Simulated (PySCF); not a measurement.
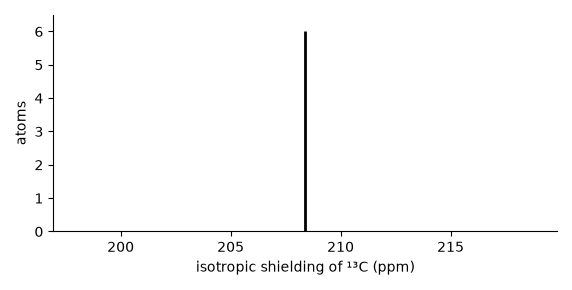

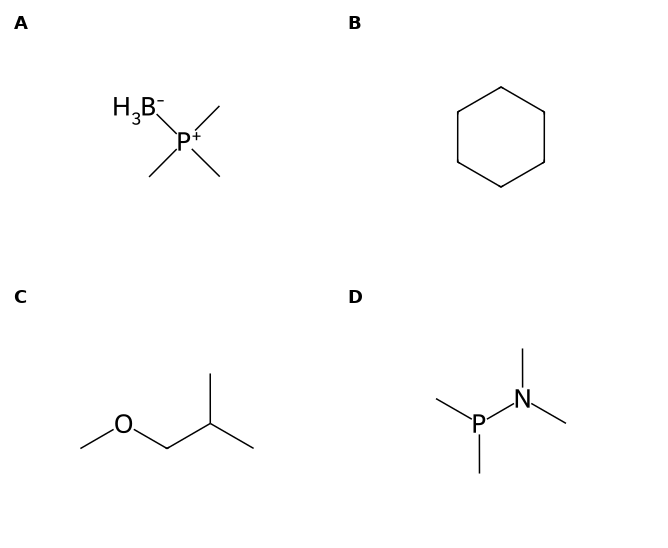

The sticks are computed shieldings of one of the molecules, for one fixed geometry (PBE0-D3(BJ)/def2-SVP) without averaging over rotations. Low shielding means a high chemical shift. Method: GIAO PBE0/STO-3G NMR shielding, non-relativistic, gas phase (PySCF 2.14.0).

### Which molecule gives this pattern?

B, `C1CCCCC1`. Its 6 C atoms give lines at 208.4 (6 atoms) ppm.
